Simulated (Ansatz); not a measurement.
Input file:

```
crystal:
  periodic: [false, false, false]
  atoms:
    - {symbol: C, position_ang: [-1.488863, 1.094053, -0.410898]}
    - {symbol: O, position_ang: [-0.473270, 0.526099, 0.412098]}
    - {symbol: C, position_ang: [0.350899, -0.353141, -0.189972]}
    - {symbol: F, position_ang: [-0.336224, -1.401514, -0.713209]}
    - {symbol: F, position_ang: [0.994357, 0.210304, -1.245360]}
    - {symbol: C, position_ang: [1.350493, -0.838098, 0.840139]}
    - {symbol: F, position_ang: [2.206410, -1.738959, 0.272976]}
    - {symbol: H, position_ang: [-2.153431, 0.318987, -0.796156]}
    - {symbol: H, position_ang: [-2.046876, 1.769386, 0.233269]}
    - {symbol: H, position_ang: [-1.049079, 1.653288, -1.238320]}
    - {symbol: H, position_ang: [0.806936, -1.315136, 1.658418]}
    - {symbol: H, position_ang: [1.915549, 0.019731, 1.210917]}
basis:
  gaussian: {orbitals: def2-TZVPP}
hamiltonian: {xc: pbe0, dispersion: d4}
output: {orbitals: {seedname: orbitals}}
```

Run with:

```sh
ansatz run in.yaml --threads 4 --pin off --events-out ev --progress --plain --max-ram 11315MiB
```

Geometry: PBE0-D4/def2-TZVP.

The calculation used RKS PBE0-D4/def2-TZVPP in Ansatz 0.2.0.

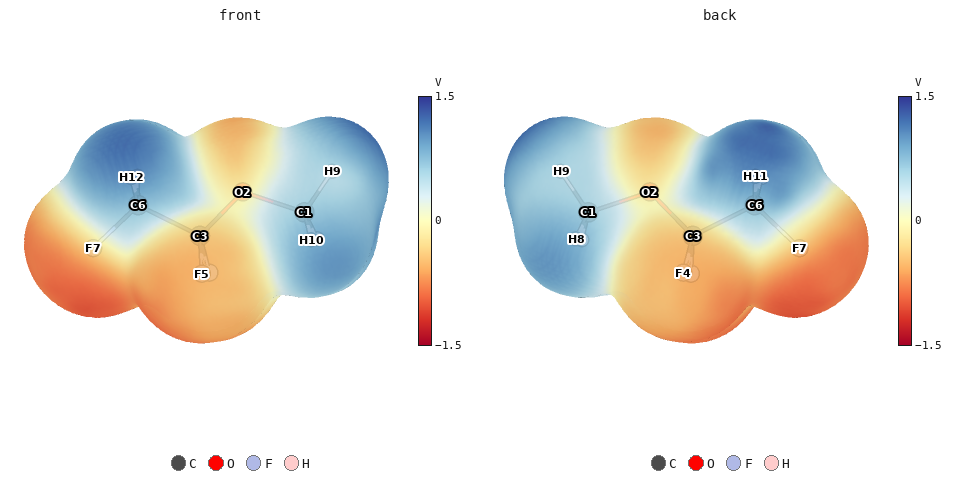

C₃H₅F₃O (SMILES COC(F)(F)CF). The molecular electrostatic potential painted on the density surface at 0.002 e/bohr³, seen from the front and from behind; red is negative and blue positive.

Q: Which sites attract a positive test charge, and which a negative one?

A: A positive charge is drawn to the negative regions and a negative charge to the positive ones. The most negative region (about −1.0 V, or −23 kcal/mol for a unit charge) lies over F7, the most positive (about +1.2 V, or +28 kcal/mol for a unit charge) over H9, H11 and H12.
